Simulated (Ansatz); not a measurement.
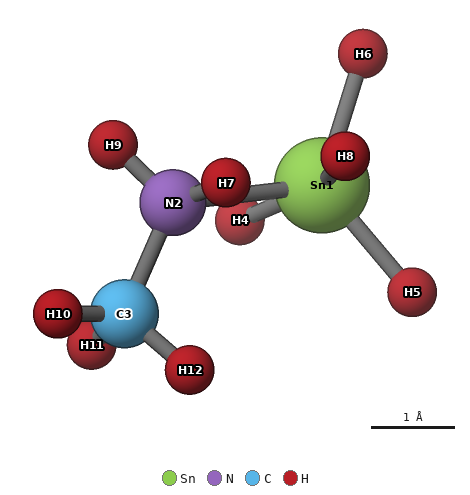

**Figure 1.** The structure as given in the input (ball-and-stick view, seen at a tilt; atoms are numbered from 1 in the order of the input). Sticks mark near contacts. Bond lengths as drawn: C–H 1.09 to 1.10 Å, C–N 1.47 Å, H–N 0.92 to 1.02 Å, H–Sn 1.69 to 2.12 Å and N–Sn 2.24 Å.

# CH9NSn: geometry relaxation (part 1 of 2)

System: CH9NSn.
Method: RKS PBE0-D4/def2-TZVP (Ansatz 0.2.0).

The geometry is a transition state displaced along its imaginary mode. The reaction was set up to form Sn1–H8 and N2–H7 and to break Sn1–N2 and H7–H8 (atoms counted from 1 in the order of the input); sticks are drawn by distance alone. Figures and captions count atoms from 1; the log counts them from 0 in places.

**Output**
```
Functional definition: PBE0
  name "PBE0"
  cite "Adamo & Barone, J. Chem. Phys. 110, 6158 (1999) doi:10.1063/1.478522"
  cite "Perdew, Burke & Ernzerhof, Phys. Rev. Lett. 77, 3865 (1996) doi:10.1103/PhysRevLett.77.3865"
  parent pbe
  parameter a = 0.25
  parameter kappa = 0.804
  parameter beta = 0.06672455060314922
  exchange = (1 - a)*pbe_x(kappa = kappa, mu = beta*pi^2/3) + a*exact_x
  correlation = pbe_c(beta = beta)
1192 factors; their error is unknown
mean field evaluation 1: about -8494.0097 eV, gradient 5.5e1 eV
mean field evaluation 2: about -8487.8745 eV, gradient 7.4e1 eV
mean field evaluation 4: about -8500.0810 eV, gradient 3.5e0 eV
mean field evaluation 8: about -8500.1059 eV, gradient 2.7e-2 eV
mean field evaluation 16: about -8500.1693 eV, gradient 1.0e-4 eV
mean field -8500.16933836 eV, -312.3754615628 hartree, gradient 2.1e-5 eV, S^2 0.000000; 0 other end points of the search recorded, 0 dependent functions left out
the calculation of the forces begins
reference -8500.16937917 eV, -312.3754630627 hartree; 22, 22 occupied and 144, 144 virtual orbitals, 1192 factors
relax step   1: F+E_penalty+E_count = -8500.35677481 eV  Δ(F+E_penalty+E_count) = +0.000e0 eV  max|allowed force component| = 6.276e0 eV/Å  Δτ_max = 0.0000 Å  (27 SCF iters, accepted)
these checks for a lower state are left out or cut short: starts, cluster_reference, orbital_swaps, neighbouring_geometries, increment
1192 factors; their error is unknown
mean field -8500.93350436 eV, -312.4035441456 hartree, gradient 6.6e-6 eV, S^2 0.000000; 0 other end points of the search recorded, 0 dependent functions left out
[... from here on the field's lines of each further geometry are left out, up to the last ...]
relax step   2: F+E_penalty+E_count = -8501.11131064 eV  Δ(F+E_penalty+E_count) = -7.545e-1 eV  max|allowed force component| = 8.692e-1 eV/Å  Δτ_max = 0.1950 Å  (34 SCF iters, accepted)
relax step   3: F+E_penalty+E_count = -8501.37324579 eV  Δ(F+E_penalty+E_count) = -2.619e-1 eV  max|allowed force component| = 8.069e-1 eV/Å  Δτ_max = 0.1999 Å  (28 SCF iters, accepted)
relax step   4: F+E_penalty+E_count = -8501.68440876 eV  Δ(F+E_penalty+E_count) = -3.112e-1 eV  max|allowed force component| = 3.372e-1 eV/Å  Δτ_max = 0.1955 Å  (27 SCF iters, accepted)
relax step   5: F+E_penalty+E_count = -8501.87571653 eV  Δ(F+E_penalty+E_count) = -1.913e-1 eV  max|allowed force component| = 4.511e-1 eV/Å  Δτ_max = 0.1931 Å  (28 SCF iters, accepted)
relax step   6: F+E_penalty+E_count = -8502.03299756 eV  Δ(F+E_penalty+E_count) = -1.573e-1 eV  max|allowed force component| = 3.955e-1 eV/Å  Δτ_max = 0.1997 Å  (29 SCF iters, accepted)
relax step   7: F+E_penalty+E_count = -8502.13055017 eV  Δ(F+E_penalty+E_count) = -9.755e-2 eV  max|allowed force component| = 3.162e-1 eV/Å  Δτ_max = 0.1991 Å  (28 SCF iters, accepted)
relax step   8: F+E_penalty+E_count = -8502.18626022 eV  Δ(F+E_penalty+E_count) = -5.571e-2 eV  max|allowed force component| = 1.829e-1 eV/Å  Δτ_max = 0.1986 Å  (28 SCF iters, accepted)
relax step   9: F+E_penalty+E_count = -8502.22356326 eV  Δ(F+E_penalty+E_count) = -3.730e-2 eV  max|allowed force component| = 6.653e-2 eV/Å  Δτ_max = 0.1988 Å  (27 SCF iters, accepted)
relax step  10: F+E_penalty+E_count = -8502.24061938 eV  Δ(F+E_penalty+E_count) = -1.706e-2 eV  max|allowed force component| = 3.050e-1 eV/Å  Δτ_max = 0.1978 Å  (27 SCF iters, accepted)
relax step  11: F+E_penalty+E_count = -8502.27087821 eV  Δ(F+E_penalty+E_count) = -3.026e-2 eV  max|allowed force component| = 7.004e-2 eV/Å  Δτ_max = 0.2000 Å  (28 SCF iters, accepted)
relax step  12: F+E_penalty+E_count = -8502.26689077 eV  Δ(F+E_penalty+E_count) = +3.987e-3 eV  max|allowed force component| = 3.080e-1 eV/Å  Δτ_max = 0.1950 Å  (28 SCF iters, rejected (line search))
relax step  13: F+E_penalty+E_count = -8502.27888052 eV  Δ(F+E_penalty+E_count) = -8.002e-3 eV  max|allowed force component| = 4.590e-2 eV/Å  Δτ_max = 0.0975 Å  (28 SCF iters, accepted)
relax step  14: F+E_penalty+E_count = -8502.28222541 eV  Δ(F+E_penalty+E_count) = -3.345e-3 eV  max|allowed force component| = 1.051e-1 eV/Å  Δτ_max = 0.0962 Å  (28 SCF iters, accepted)
relax step  15: F+E_penalty+E_count = -8502.28111482 eV  Δ(F+E_penalty+E_count) = +1.111e-3 eV  max|allowed force component| = 1.128e-1 eV/Å  Δτ_max = 0.0606 Å  (28 SCF iters, rejected (line search))
relax step  16: F+E_penalty+E_count = -8502.28362561 eV  Δ(F+E_penalty+E_count) = -1.400e-3 eV  max|allowed force component| = 3.902e-2 eV/Å  Δτ_max = 0.0303 Å  (29 SCF iters, accepted)
relax step  17: F+E_penalty+E_count = -8502.28475947 eV  Δ(F+E_penalty+E_count) = -1.134e-3 eV  max|allowed force component| = 3.830e-2 eV/Å  Δτ_max = 0.0732 Å  (28 SCF iters, accepted)
relax step  18: F+E_penalty+E_count = -8502.28503946 eV  Δ(F+E_penalty+E_count) = -2.800e-4 eV  max|allowed force component| = 4.782e-2 eV/Å  Δτ_max = 0.0309 Å  (28 SCF iters, accepted)
relax step  19: F+E_penalty+E_count = -8502.28522455 eV  Δ(F+E_penalty+E_count) = -1.851e-4 eV  max|allowed force component| = 6.770e-2 eV/Å  Δτ_max = 0.0437 Å  (28 SCF iters, accepted)
relax step  20: F+E_penalty+E_count = -8502.28542860 eV  Δ(F+E_penalty+E_count) = -2.040e-4 eV  max|allowed force component| = 4.281e-2 eV/Å  Δτ_max = 0.0104 Å  (30 SCF iters, accepted)
relax step  21: F+E_penalty+E_count = -8502.28555414 eV  Δ(F+E_penalty+E_count) = -1.255e-4 eV  max|allowed force component| = 1.285e-2 eV/Å  Δτ_max = 0.0200 Å  (29 SCF iters, accepted)
relax step  22: F+E_penalty+E_count = -8502.28568015 eV  Δ(F+E_penalty+E_count) = -1.260e-4 eV  max|allowed force component| = 2.894e-2 eV/Å  Δτ_max = 0.0213 Å  (29 SCF iters, accepted)
relax step  23: F+E_penalty+E_count = -8502.28577562 eV  Δ(F+E_penalty+E_count) = -9.547e-5 eV  max|allowed force component| = 4.006e-2 eV/Å  Δτ_max = 0.0230 Å  (29 SCF iters, accepted)
relax step  24: F+E_penalty+E_count = -8502.28585237 eV  Δ(F+E_penalty+E_count) = -7.675e-5 eV  max|allowed force component| = 3.788e-2 eV/Å  Δτ_max = 0.0151 Å  (29 SCF iters, accepted)
relax step  25: F+E_penalty+E_count = -8502.28594849 eV  Δ(F+E_penalty+E_count) = -9.612e-5 eV  max|allowed force component| = 3.780e-2 eV/Å  Δτ_max = 0.0195 Å  (29 SCF iters, accepted)
relax step  26: F+E_penalty+E_count = -8502.28600401 eV  Δ(F+E_penalty+E_count) = -5.552e-5 eV  max|allowed force component| = 3.577e-2 eV/Å  Δτ_max = 0.0127 Å  (29 SCF iters, accepted)
relax step  27: F+E_penalty+E_count = -8502.28606385 eV  Δ(F+E_penalty+E_count) = -5.984e-5 eV  max|allowed force component| = 2.170e-2 eV/Å  Δτ_max = 0.0133 Å  (29 SCF iters, accepted)
relax step  28: F+E_penalty+E_count = -8502.28614326 eV  Δ(F+E_penalty+E_count) = -7.941e-5 eV  max|allowed force component| = 1.563e-2 eV/Å  Δτ_max = 0.0207 Å  (29 SCF iters, accepted)
relax step  29: F+E_penalty+E_count = -8502.28614773 eV  Δ(F+E_penalty+E_count) = -4.470e-6 eV  max|allowed force component| = 2.094e-2 eV/Å  Δτ_max = 0.0273 Å  (29 SCF iters, accepted)
relax step  30: F+E_penalty+E_count = -8502.28620508 eV  Δ(F+E_penalty+E_count) = -5.735e-5 eV  max|allowed force component| = 1.775e-2 eV/Å  Δτ_max = 0.0059 Å  (30 SCF iters, accepted)
the calculation of the forces begins
reference -8502.12302997 eV, -312.4472584054 hartree; 22, 22 occupied and 144, 144 virtual orbitals, 1192 factors
relax step  31: F+E_penalty+E_count = -8502.28622177 eV  Δ(F+E_penalty+E_count) = -1.669e-5 eV  max|allowed force component| = 2.838e-3 eV/Å  Δτ_max = 0.0024 Å  (31 SCF iters, accepted)
```

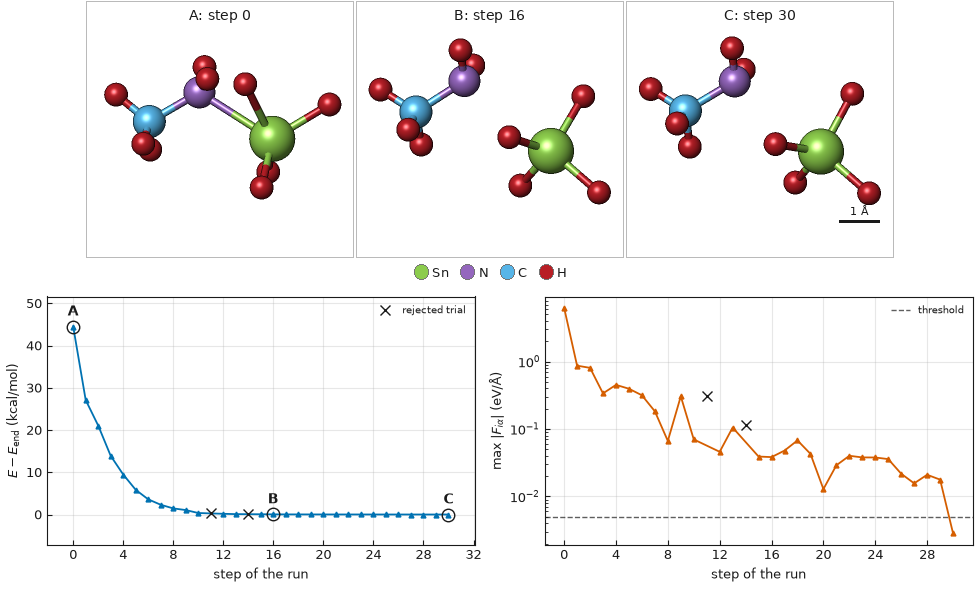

**Figure 2.** Frames of the relaxation (ball-and-stick view, seen at a tilt) above the curves, on which the letters mark them (the first geometry is step 0 here and step 1 in the log).

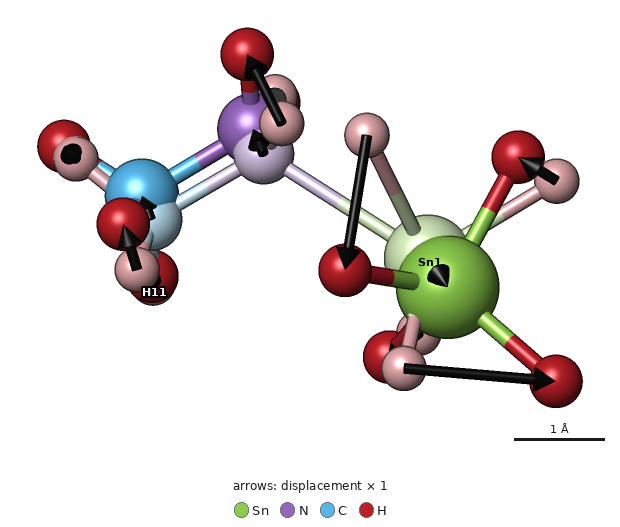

**Figure 3.** Start (faint) and end (solid) with the displacements as black arrows, at true length (ball-and-stick view, seen at a tilt). The two geometries are laid on each other by the best rigid fit. The atom that moves furthest after the best rigid fit is H5 (1.71 Å). By element the largest moves are H 1.71 Å, Sn 0.55 Å, N 0.36 Å, C 0.29 Å. Distances before and after: Sn1–N2 2.239 → 3.008 Å, Sn1–H8 2.118 → 1.705 Å, N2–H7 0.921 → 1.012 Å, Sn1–H4 1.787 → 1.705 Å. Bonds break: Sn1–N2 (2.24 → 3.01 Å). Among the angles that change: H4–Sn1–H8 153.2° → 112.2°, H6–Sn1–H8 88.6° → 112.7°, H5–Sn1–H8 88.0° → 106.1°. The energy falls by 44.5 kcal/mol in 30 geometry steps. The largest force component goes from 6.3 to 0.0028 eV/Å. The line search rejected the trial steps at points 11, 14 (counted from 0) and went back. (Atoms are counted from 1 in the order of the input.)

```
1192 factors; their error is unknown
mean field -8502.12298797 eV, -312.4472568621 hartree, gradient 2.3e-5 eV, S^2 0.000000; 1 other end points of the search recorded, 0 dependent functions left out
the calculation of the forces begins
reference -8502.12302997 eV, -312.4472584054 hartree; 22, 22 occupied and 144, 144 virtual orbitals, 1192 factors
Total energy: -8502.28626376 eV, -312.4532571367 hartree
Atom 0 at    -0.394086     1.783219     0.861787 Å, force     0.000353     0.000693     0.000195 eV/Å
Atom 1 at     0.217814    -1.098438     0.253400 Å, force    -0.000523     0.002607     0.001238 eV/Å
Atom 2 at     0.294868    -1.253271    -1.190280 Å, force    -0.000569    -0.002655     0.002838 eV/Å
Atom 3 at    -1.678526     1.191331    -0.089829 Å, force    -0.000133    -0.000348    -0.000121 eV/Å
Atom 4 at    -0.743802     3.446923     1.158171 Å, force     0.000038    -0.000816    -0.000183 eV/Å
Atom 5 at    -0.307657     1.034178     2.389449 Å, force     0.000109     0.000059     0.000129 eV/Å
Atom 6 at     1.090571    -1.360561     0.694047 Å, force     0.000777    -0.000932    -0.001357 eV/Å
Atom 7 at     1.092954     1.752780     0.028949 Å, force     0.000025     0.000455    -0.000093 eV/Å
Atom 8 at    -0.502182    -1.692767     0.644534 Å, force    -0.000010    -0.000187    -0.001191 eV/Å
Atom 9 at     0.517258    -2.271921    -1.532843 Å, force     0.000041     0.000713    -0.000749 eV/Å
Atom 10 at    -0.653560    -0.944617    -1.635179 Å, force    -0.000048     0.000043    -0.001514 eV/Å
Atom 11 at     1.066447    -0.587056    -1.582207 Å, force    -0.000060     0.000369     0.000808 eV/Å
Dipole moment:     0.120693    -0.569623    -0.103692 e Å
```

**Trajectory as extended XYZ (Å, eV, eV/Å), 31 frames, from step=1 to step=31**
```
12
Properties=species:S:1:pos:R:3:forces:R:3 step=1 energy=-8500.35678
Sn   -0.4996    1.2355    0.9065    0.5450   0.4175   0.2209
N     0.2244   -0.7484    0.1638   -6.2759  -3.1950  -2.9709
C     0.1830   -0.9901   -1.2847    0.0575   0.1016   0.1902
H    -2.1580    0.8346    0.3754    0.4704  -0.0915   0.0604
H    -0.0608    2.5307   -0.0892   -0.1580   0.3432  -0.0853
H    -0.6223    1.3706    2.5840   -0.2234   0.2031   0.2971
H     1.0048   -0.3951    0.5010    5.6429   1.3245   2.0308
H     1.5630    0.8152    1.1440   -0.6436   0.6817   0.1666
H    -0.1653   -1.5384    0.6797    0.3535   0.2452   0.0183
H     0.6479   -1.9414   -1.5377    0.0821  -0.0570  -0.0996
H    -0.8441   -0.9886   -1.6654    0.0946   0.0269   0.2229
H     0.7272   -0.1847   -1.7773    0.0549  -0.0003  -0.0513
12
Properties=species:S:1:pos:R:3:forces:R:3 step=2 energy=-8501.11131
Sn   -0.4069    1.2716    0.9393    0.1219   0.5266   0.2629
N     0.1957   -0.8078    0.1393   -0.8568  -0.5255  -0.6649
C     0.1724   -1.0130   -1.3056    0.0894   0.0041   0.1793
H    -2.0330    0.8104    0.3914    0.3177  -0.0890   0.0219
H    -0.0904    2.6021   -0.0868   -0.1588   0.3075   0.0358
H    -0.6571    1.4259    2.6243   -0.1745   0.2570   0.1201
H     1.0824   -0.5001    0.4968    0.8692  -0.5565   0.1729
H     1.4289    0.9526    1.1783   -0.3640   0.1937   0.0041
H    -0.2006   -1.5896    0.6476    0.1612  -0.0178   0.0645
H     0.6374   -1.9611   -1.5746    0.0100  -0.0594  -0.1872
H    -0.8555   -0.9911   -1.6716    0.0108  -0.0070   0.0268
H     0.7269   -0.2000   -1.7784   -0.0261  -0.0337  -0.0360
12
Properties=species:S:1:pos:R:3:forces:R:3 step=3 energy=-8501.37325
Sn   -0.3842    1.3457    0.9545    0.0148   0.1362   0.0368
N     0.2240   -0.8477    0.1594   -0.3139  -0.8069  -0.5299
C     0.1708   -1.0131   -1.2901    0.1136  -0.0569   0.2112
H    -1.9107    0.7028    0.3238    0.3180   0.2021   0.1248
H    -0.1709    2.7597    0.0061   -0.1237   0.2084   0.0629
H    -0.7151    1.5593    2.6230   -0.0880   0.1579   0.0328
H     1.1571   -0.6626    0.5009    0.1686  -0.4574  -0.0462
H     1.3565    0.9056    1.0798   -0.1075   0.6945   0.2370
H    -0.1931   -1.6382    0.6367    0.0614  -0.0780   0.0497
H     0.5900   -1.9689   -1.6145   -0.0177   0.0131  -0.1325
H    -0.8641   -0.9381   -1.6273   -0.0246  -0.0098   0.0059
H     0.7398   -0.2047   -1.7523   -0.0011  -0.0032  -0.0526
12
Properties=species:S:1:pos:R:3:forces:R:3 step=4 energy=-8501.68441
Sn   -0.3742    1.4364    0.9851   -0.0116   0.1365  -0.0169
N     0.2398   -0.9656    0.1454    0.2887  -0.1582  -0.0513
C     0.1727   -1.0557   -1.3085    0.0861  -0.0828   0.2533
H    -1.8404    0.7428    0.3338    0.3372   0.0739   0.0529
H    -0.2339    2.8807    0.0626   -0.1272   0.2144   0.0931
H    -0.7572    1.6584    2.6388   -0.0871   0.1653   0.0757
H     1.1943   -0.8536    0.4823   -0.2444  -0.3199  -0.1467
H     1.3436    1.0905    1.1229   -0.2449   0.0270  -0.0664
H    -0.1952   -1.7602    0.5978    0.0604  -0.0404  -0.0265
H     0.5785   -1.9973   -1.6945   -0.0510   0.0646  -0.1288
H    -0.8671   -0.9499   -1.6255    0.0088  -0.0374  -0.0221
H     0.7392   -0.2267   -1.7401   -0.0151  -0.0431  -0.0162
12
Properties=species:S:1:pos:R:3:forces:R:3 step=5 energy=-8501.87572
Sn   -0.3741    1.5305    1.0037   -0.1790   0.4511   0.0594
N     0.2691   -1.0549    0.1502    0.4335  -0.3259   0.0062
C     0.1774   -1.0830   -1.3071    0.0422  -0.1625   0.2147
H    -1.7326    0.7466    0.3111    0.1502   0.0167  -0.0307
H    -0.3144    3.0340    0.1481   -0.0775   0.0331   0.1381
H    -0.8046    1.7796    2.6484   -0.0162   0.0593  -0.0252
H     1.2392   -1.0320    0.4709   -0.3889  -0.1437  -0.2178
H     1.2893    1.1373    1.0816    0.0122  -0.0298  -0.0708
H    -0.1811   -1.8597    0.5718    0.0338   0.0102  -0.1000
H     0.5603   -2.0120   -1.7598   -0.0937   0.2057   0.0008
H    -0.8684   -0.9468   -1.6014    0.0799  -0.0595   0.0128
H     0.7401   -0.2398   -1.7176    0.0036  -0.0547   0.0125
12
Properties=species:S:1:pos:R:3:forces:R:3 step=6 energy=-8502.03300
Sn   -0.3847    1.6430    0.9719   -0.1414   0.3174   0.0680
N     0.2824   -1.1948    0.1921    0.3387  -0.3628   0.0388
C     0.1786   -1.0869   -1.2625    0.1040  -0.2261   0.1558
H    -1.6702    0.7946    0.2329    0.1914   0.0258  -0.0512
H    -0.3907    3.1978    0.2225   -0.0623   0.0199   0.1074
H    -0.7988    1.8068    2.6254    0.0028   0.0200  -0.0081
H     1.2579   -1.2291    0.4964   -0.3955  -0.0151  -0.2194
H     1.2628    1.2072    0.9366   -0.0431  -0.0604  -0.1222
H    -0.1621   -2.0429    0.5346    0.0484   0.1520  -0.1459
H     0.5727   -1.9613   -1.8165   -0.1382   0.3013   0.1281
H    -0.8717   -0.9377   -1.5374    0.1124  -0.0724   0.0222
H     0.7239   -0.1968   -1.5959   -0.0171  -0.0995   0.0264
12
Properties=species:S:1:pos:R:3:forces:R:3 step=7 energy=-8502.13055
Sn   -0.3953    1.7339    0.9491   -0.0922   0.2200   0.0755
N     0.2764   -1.2800    0.2221    0.2381  -0.2928  -0.0028
C     0.1839   -1.1062   -1.2261    0.1428  -0.1970   0.0947
H    -1.6121    0.8694    0.1372    0.0699   0.0123  -0.0660
H    -0.4596    3.3436    0.3394   -0.0386  -0.0003   0.0941
H    -0.7646    1.7562    2.6187    0.0160  -0.0050  -0.0350
H     1.2508   -1.3219    0.5213   -0.3162  -0.0105  -0.1437
H     1.2265    1.2618    0.7657    0.0166  -0.0274  -0.0913
H    -0.1576   -2.1536    0.5135    0.0757   0.2225  -0.1159
H     0.5902   -1.9482   -1.8190   -0.1194   0.2482   0.1399
H    -0.8637   -0.9574   -1.5042    0.0629  -0.0471   0.0002
H     0.7252   -0.1978   -1.5176   -0.0556  -0.1227   0.0505
12
Properties=species:S:1:pos:R:3:forces:R:3 step=8 energy=-8502.18626
Sn   -0.4019    1.7905    0.9236   -0.0354   0.1120   0.0529
N     0.2724   -1.3143    0.2452    0.1067  -0.1754   0.0042
C     0.1926   -1.1356   -1.1989    0.0868  -0.0815   0.0376
H    -1.5896    0.9665    0.0309    0.0277   0.0243  -0.0468
H    -0.5119    3.4537    0.4961   -0.0246  -0.0199   0.0635
H    -0.7230    1.6435    2.5948    0.0226  -0.0267  -0.0434
H     1.2427   -1.3655    0.5428   -0.1724  -0.0289  -0.0420
H     1.2036    1.3300    0.5999    0.0040   0.0171  -0.0494
H    -0.1715   -2.1851    0.5249    0.0745   0.1829  -0.0512
H     0.6060   -1.9676   -1.7914   -0.0558   0.1026   0.0611
H    -0.8510   -0.9912   -1.4868    0.0079  -0.0292  -0.0191
H     0.7317   -0.2250   -1.4812   -0.0418  -0.0774   0.0325
12
Properties=species:S:1:pos:R:3:forces:R:3 step=9 energy=-8502.22356
Sn   -0.4028    1.8302    0.8989    0.0029   0.0575   0.0161
N     0.2725   -1.3222    0.2652   -0.0200  -0.0328   0.0398
C     0.1969   -1.1721   -1.1770   -0.0241   0.0473  -0.0298
H    -1.5652    1.0883   -0.0944   -0.0037   0.0069  -0.0185
H    -0.5569    3.5289    0.6746   -0.0108  -0.0296   0.0440
H    -0.6838    1.4902    2.5459    0.0098  -0.0363  -0.0362
H     1.2382   -1.3849    0.5613   -0.0085  -0.0379   0.0422
H     1.1930    1.4275    0.4636    0.0107   0.0258  -0.0221
H    -0.1882   -2.1760    0.5573    0.0280   0.0665   0.0338
H     0.6155   -2.0062   -1.7524    0.0198  -0.0420  -0.0288
H    -0.8460   -1.0410   -1.4726   -0.0086  -0.0202  -0.0194
H     0.7268   -0.2630   -1.4702    0.0047  -0.0052  -0.0212
12
Properties=species:S:1:pos:R:3:forces:R:3 step=10 energy=-8502.24062
Sn   -0.3915    1.8614    0.8689   -0.0581   0.0758   0.1618
N     0.2683   -1.3047    0.2831   -0.0691   0.0200   0.0333
C     0.2004   -1.2057   -1.1625   -0.0875   0.0924  -0.0631
H    -1.5357    1.1758   -0.1945    0.0235   0.0726   0.0214
H    -0.6072    3.5883    0.8564    0.0358  -0.3050   0.0045
H    -0.6513    1.3160    2.4792    0.0648   0.0662  -0.2245
H     1.2290   -1.3907    0.5840    0.0554  -0.0305   0.0677
H     1.2020    1.5377    0.3417   -0.0604   0.0594   0.0360
H    -0.2222   -2.1297    0.6050    0.0108   0.0419   0.0516
H     0.6162   -2.0586   -1.7081    0.0524  -0.0996  -0.0468
H    -0.8402   -1.0811   -1.4696   -0.0047  -0.0181  -0.0001
H     0.7321   -0.3087   -1.4836    0.0370   0.0249  -0.0418
```
